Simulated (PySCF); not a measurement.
**CAM-B3LYP/6-311++G(2d,2p) run of CH6N+ (SMILES C[NH3+])**

Aim: the vertical singlet–triplet gap of CH6N+ at CAM-B3LYP/6-311++G(2d,2p), from 2 runs. Input form: a Python script.

The calculation is run with PySCF 2.14.0.

## 1. The system as given

CH6N+ has 8 atoms, charge +1, and is taken as a singlet. SMILES: `C[NH3+]`. The shape is that of a PBE0-D4/def2-TZVP optimisation.

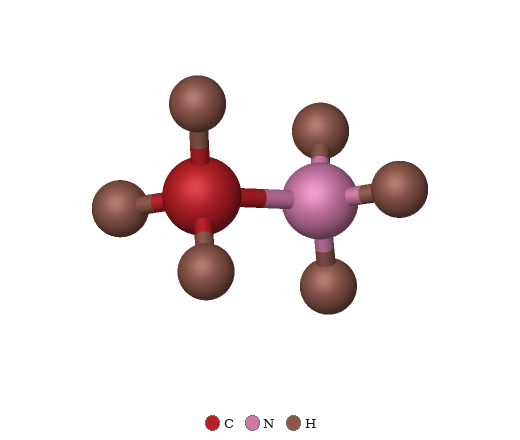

The structure, seen from a chosen angle (carbon red, nitrogen pink, hydrogen brown).

## 2. The energy at CAM-B3LYP/6-311++G(2d,2p)

job.py reads:

```python
from pyscf import gto, dft

mol = gto.Mole()
mol.atom = '''
C     -0.225100     0.293000    -0.663400
N      0.218700    -0.284600     0.644500
H     -0.041000    -0.440800    -1.444600
H     -1.286800     0.519400    -0.597800
H      0.345600     1.199300    -0.851500
H      0.065500     0.371300     1.413900
H      1.214900    -0.515300     0.632300
H     -0.291800    -1.142300     0.866700
'''
mol.max_memory = 1860
mol.charge = 1
mol.spin = 0
mol.basis = '6-311++g(2d,2p)'
mol.verbose = 3
mol.build()

mf = dft.RKS(mol)
mf.xc = 'cam-b3lyp'
mf.grids.level = 4
mf.conv_tol = 1e-10
mf.kernel()
if not mf.converged:
    mf = mf.newton().run(mf.mo_coeff, mf.mo_occ)

e_final = mf.e_tot
print(f'total energy: {e_final:.8f} hartree')
```

Command:

```bash
$ OMP_NUM_THREADS=1 python job.py
```

The program printed:

```text
converged SCF energy = -96.1950042710622
total energy: -96.19500427 hartree
```

It took 17 s on 1 thread of Intel Xeon 6975P-C (Granite Rapids), shared host; peak memory 0.58 GiB.

## 3. The triplet, same level

input.py reads:

```python
from pyscf import gto, dft

molecule = gto.M(
    atom='''
C     -0.225100     0.293000    -0.663400
N      0.218700    -0.284600     0.644500
H     -0.041000    -0.440800    -1.444600
H     -1.286800     0.519400    -0.597800
H      0.345600     1.199300    -0.851500
H      0.065500     0.371300     1.413900
H      1.214900    -0.515300     0.632300
H     -0.291800    -1.142300     0.866700
''',
    verbose=3,
    charge=1,
    spin=2,
    basis='6-311++g(2d,2p)',
    max_memory=1860,
)

myscf = dft.UKS(molecule, xc='cam-b3lyp')
myscf.conv_tol = 1e-10
myscf.grids.level = 4
myscf.kernel()
if not myscf.converged:
    myscf = myscf.newton().run(myscf.mo_coeff, myscf.mo_occ)

energy = myscf.e_tot
print(f'total energy: {energy:.8f} hartree')
```

Command:

```bash
$ OMP_NUM_THREADS=1 python input.py
```

The program printed:

```text
WARN: HOMO -0.0151591147867098 >= LUMO -0.426256559924747

WARN: HOMO -0.357300978429031 >= LUMO -0.708106156917438

WARN: HOMO -0.331288292555321 >= LUMO -0.616395688693572

WARN: HOMO -0.329457649812497 >= LUMO -0.586532158944934

WARN: HOMO -0.328733415677931 >= LUMO -0.584911480370444

WARN: HOMO -0.328580343993522 >= LUMO -0.580735953517163

WARN: HOMO -0.328140534957278 >= LUMO -0.57913547134936

WARN: HOMO -0.327969020238804 >= LUMO -0.578227660110329

WARN: HOMO -0.327938057289849 >= LUMO -0.57799299290626

WARN: HOMO -0.327929011191245 >= LUMO -0.577927011773291

WARN: HOMO -0.32792381445298 >= LUMO -0.577888938686527

WARN: HOMO -0.327924582517426 >= LUMO -0.577889824535987

WARN: HOMO -0.327929426618439 >= LUMO -0.577913016071967

WARN: HOMO -0.327933835880998 >= LUMO -0.577647857362834

WARN: HOMO -0.3279341208655 >= LUMO -0.57765244418546

WARN: HOMO -0.327923262522717 >= LUMO -0.577891616739329

WARN: HOMO -0.327953550995105 >= LUMO -0.57663127141295

WARN: HOMO -0.327948884012606 >= LUMO -0.576629555023146

WARN: HOMO -0.327939908456727 >= LUMO -0.577124733276769

WARN: HOMO -0.327932525526755 >= LUMO -0.577858038840468

WARN: HOMO -0.327922979742354 >= LUMO -0.578231605020299

WARN: HOMO -0.327930138930959 >= LUMO -0.578020689052273

WARN: HOMO -0.327929361014917 >= LUMO -0.578080664771633

WARN: HOMO -0.327930322989062 >= LUMO -0.578045342109611

WARN: HOMO -0.32793069122642 >= LUMO -0.578040112612143

WARN: HOMO -0.327930813045981 >= LUMO -0.578038424718784

converged SCF energy = -95.8035586842092  <S^2> = 2.004107  2S+1 = 3.0027368
total energy: -95.80355868 hartree
```

Wall time 55 s (1 thread of Intel Xeon 6975P-C (Granite Rapids), shared host); peak memory 0.6 GiB.

## 4. Outcome

Level: CAM-B3LYP/6-311++G(2d,2p).

| quantity | value |
| --- | --- |
| singlet: total energy | -96.19500 Eh |
| singlet: HOMO energy | -18.87 eV |
| singlet: LUMO energy | -4.91 eV |
| singlet: HOMO–LUMO gap | 13.96 eV |
| triplet: total energy | -95.80356 Eh |
| triplet: HOMO energy (highest over α and β) | -8.92 eV |
| triplet: ⟨S²⟩ | 2.004 |
| vertical energy of the triplet above the singlet | 10.652 eV |

What this shows: At this shape the triplet lies 10.65 eV (1028 kJ/mol) above the singlet. Mulliken charges (singlet) run from -0.20 on C1 to +0.24 on H6; in a basis this large or diffuse they mean little. Mulliken charges (triplet) run from -0.16 on C1 to +0.21 on H3; in a basis this large or diffuse they mean little.
